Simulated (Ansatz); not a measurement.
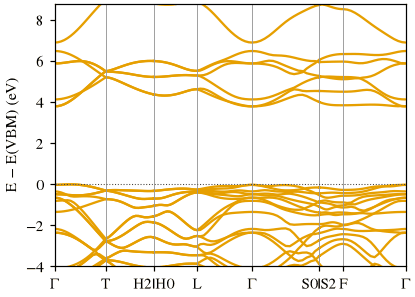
Fig. 1. Band structure from plane-wave PAW PBEsol (Ansatz code)

The gap is 3.79 eV; an edge lies off the plotted path or next to a special point (maximum off the standard path, minimum at Γ).

### Question
Which of these materials gives this?
(A) LiTaO3, R3c (Li on 6a, Ta on 6a, O on 18b)
(B) MgCO3, R-3c (Mg on 6b, C on 6a, O on 18e)
(C) KIO3, R3c (K on 6a, I on 6a, O on 18b)

### Answer
A, LiTaO3, R3c (Li on 6a, Ta on 6a, O on 18b)

The cell was relaxed with PBEsol under the symmetry of its start. The run is not spin-polarised. Spin–orbit coupling is left out wherever it is not named.

Potentials: the later of the program's two PAW sets.
